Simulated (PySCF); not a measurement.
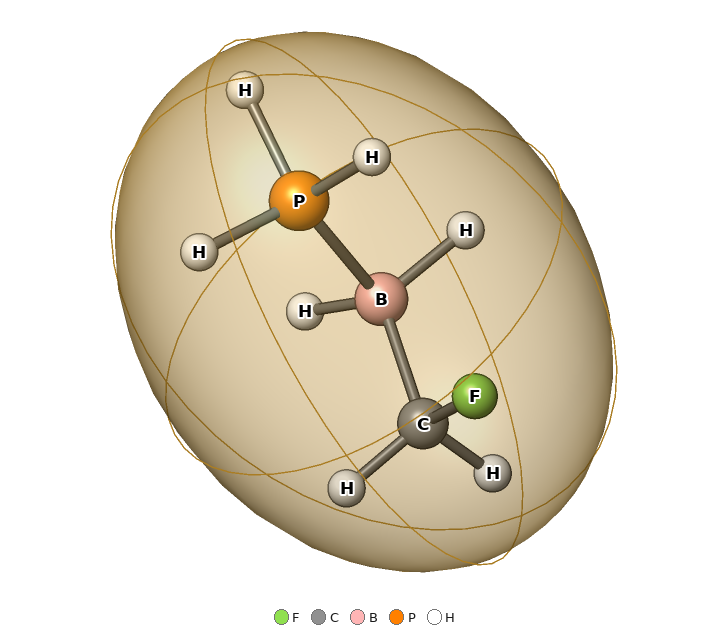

The ellipsoid shows the static dipole polarisability: its half-axes are proportional to the principal values. The geometry was computed by an optimisation with PBE0-D3(BJ)/def2-SVP. No frequency run is at hand to confirm it as a minimum. Level of theory: PBE0/6-31G* (PySCF 2.14.0).

How large and how anisotropic is the polarisability?

Answer. Principal values 43.2, 44.9, 58.7 bohr³; mean 48.9 bohr³ (7.25 Å³); anisotropy 14.7 bohr³, so the longest axis is 1.36 times the shortest.
